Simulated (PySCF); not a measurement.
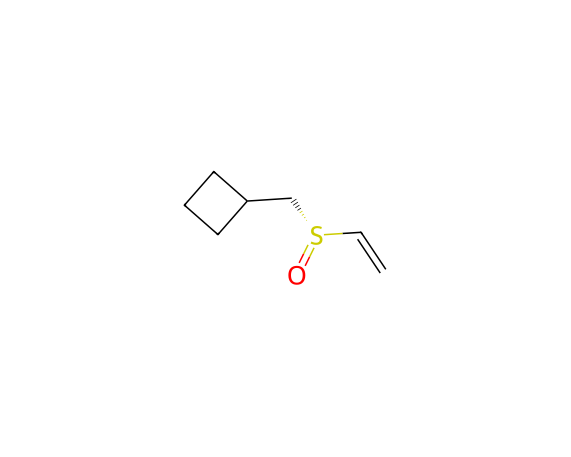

2D structure.

**Write the SMILES.**

C=C[S@](=O)CC1CCC1

**What is the molecular formula?**

C7H12OS.

**An optimisation with GFN2-xTB gave a structure of which point group?**

C1.

More results for the same structure follow; atom numbers are the same in all pictures, views and colours differ. Computed geometry: GFN2-xTB optimisation. No frequency run is at hand to confirm it as a minimum.

**Geometry**

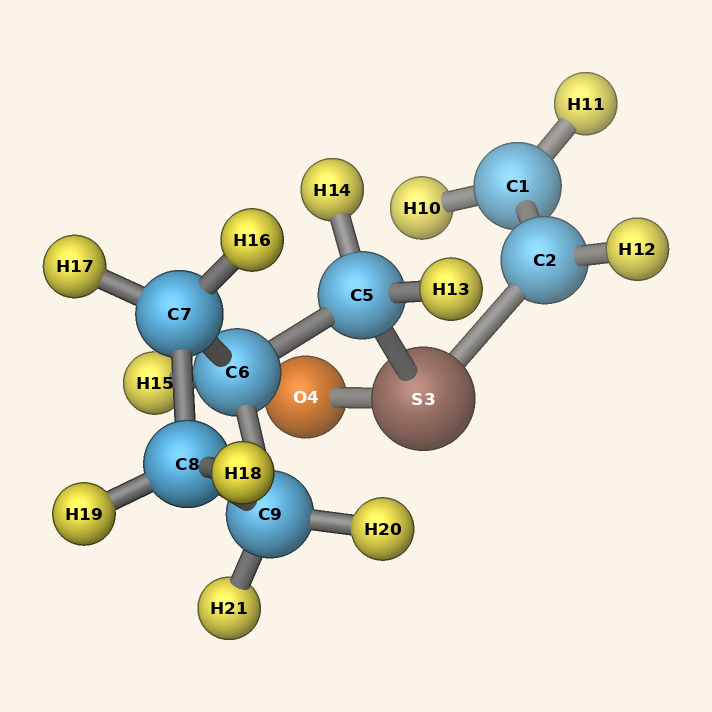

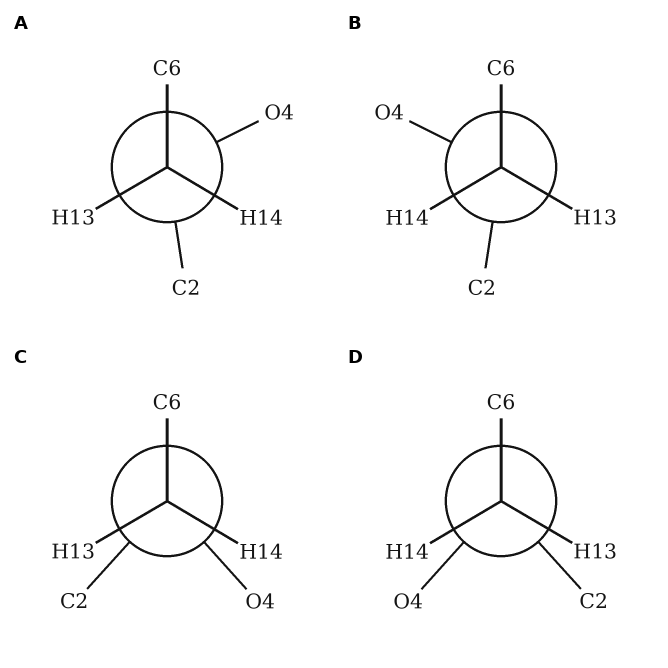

Atoms fade into the background with distance from the viewer. Bonds that would overlap in a projection are set slightly apart. No frequency run is at hand to confirm it as a minimum.

**Which Newman projection shows the view along C5–S3, with C5 in front?**

A. The torsion angle C6–C5–S3–O4 is 63°, synclinal (gauche).

**Dipole moment**

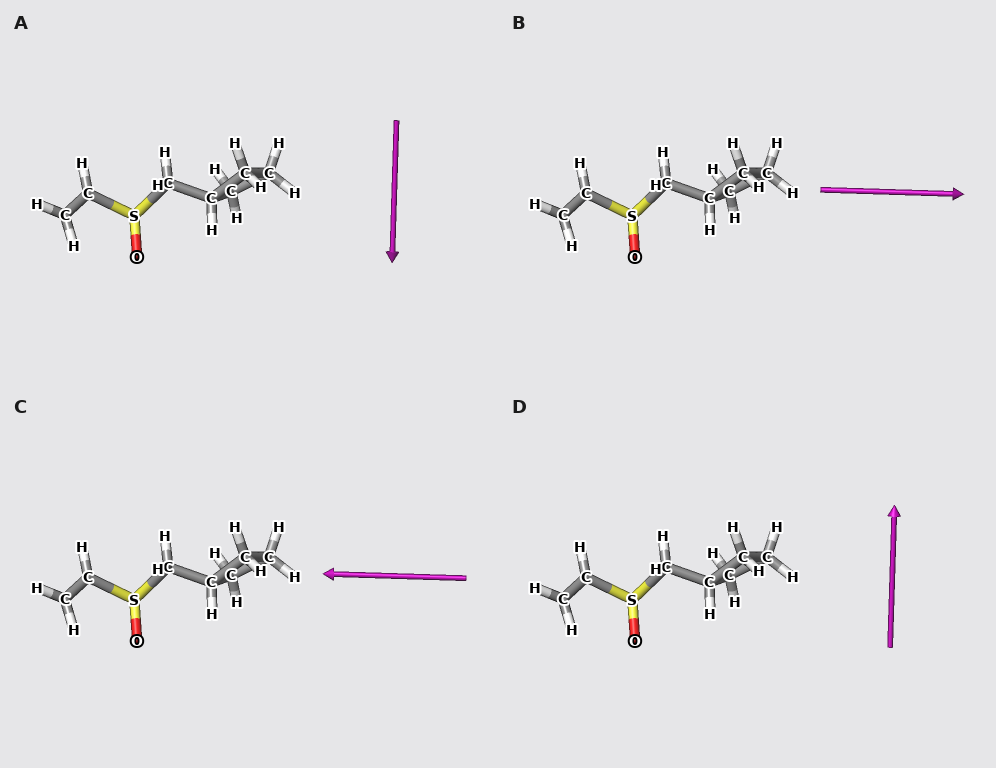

The same molecule four times, each with an arrow. No frequency run is at hand to confirm it as a minimum. Properties computed with PBE0/pcSseg-1, gas phase (PySCF 2.14.0).

**Which arrow points along the dipole moment, from the negative to the positive end?**

D. The dipole moment is 3.35 D.

**Ring current**

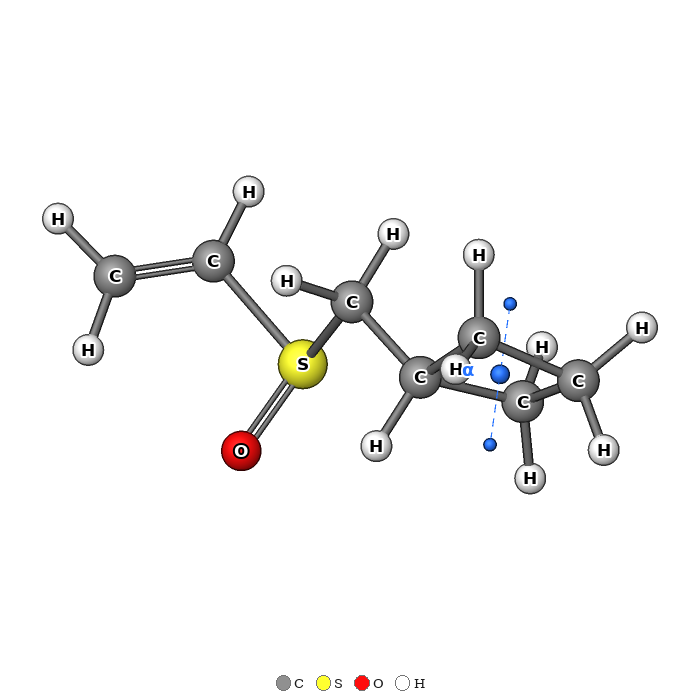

The small points mark where nucleus-independent chemical shifts (NICS) were computed: at the centre of each lettered ring and 1 Å above and below it. No frequency run is at hand to confirm it as a minimum. Properties computed with GIAO PBE0/pcSseg-1 NMR shielding, non-relativistic, gas phase (PySCF 2.14.0).

Give NICS(0), NICS(1) and the out-of-plane component NICS(1)zz for each ring (means of the two sides).

| ring | members | NICS(0) | NICS(1) | NICS(1)zz |
| --- | --- | --- | --- | --- |
| α | C4 | 0.6 | 0.1 | 4.8 |

Values in ppm.

**NMR shielding**

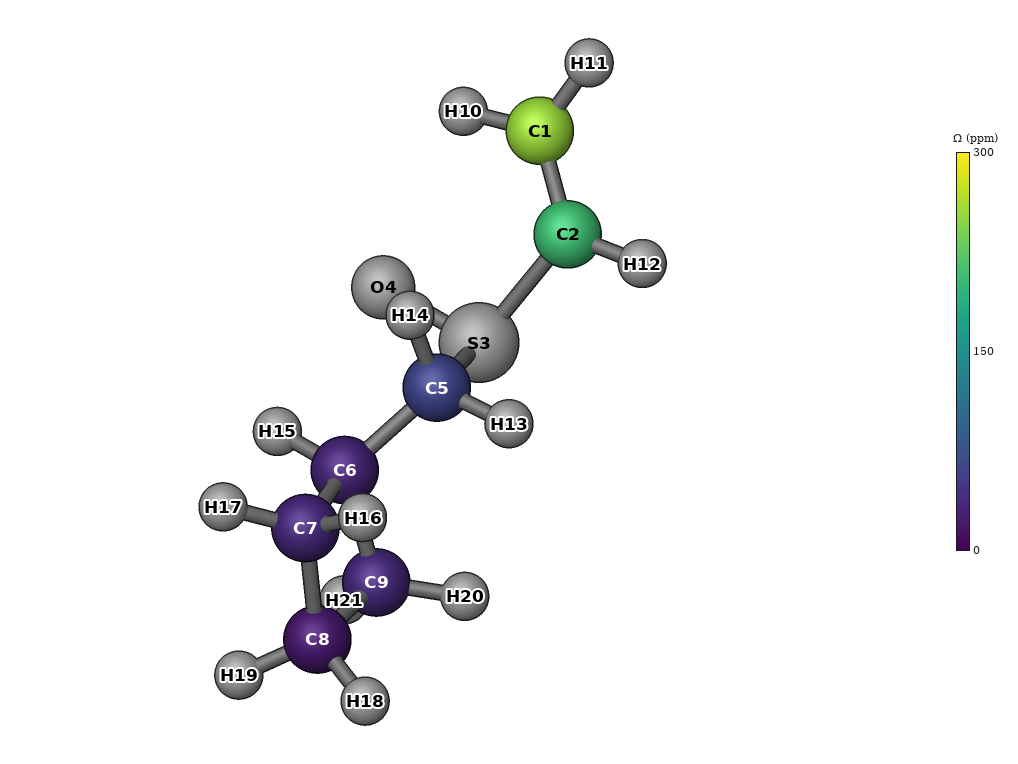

The C atoms are coloured by the span of their shielding tensor. No frequency run is at hand to confirm it as a minimum. Level of theory: GIAO PBE0/pcSseg-1 NMR shielding, non-relativistic, gas phase (PySCF 2.14.0). Principal shieldings σ11 ≤ σ22 ≤ σ33, span Ω = σ33 − σ11, skew κ = 3(σiso − σ22)/Ω.

**Which C atom has the most anisotropic shielding?**

C1, with a span of 255 ppm.

Give the shielding tensors of the C atoms.

| atom | σ11 | σ22 | σ33 | σiso | Ω | κ |
| --- | --- | --- | --- | --- | --- | --- |
| C1 | −61.6 | 57.9 | 193.8 | 63.3 | 255.5 | 0.06 |
| C2 | −84.4 | 49.9 | 123.3 | 29.6 | 207.7 | −0.29 |
| C5 | 86.4 | 100.3 | 149.6 | 112.1 | 63.2 | 0.56 |
| C6 | 140.5 | 162.3 | 173.8 | 158.9 | 33.2 | −0.31 |
| C7 | 145.8 | 151.1 | 182.0 | 159.7 | 36.2 | 0.71 |
| C8 | 160.8 | 167.9 | 183.3 | 170.7 | 22.5 | 0.37 |
| C9 | 144.7 | 153.1 | 181.3 | 159.7 | 36.6 | 0.54 |

Shieldings and span in ppm.
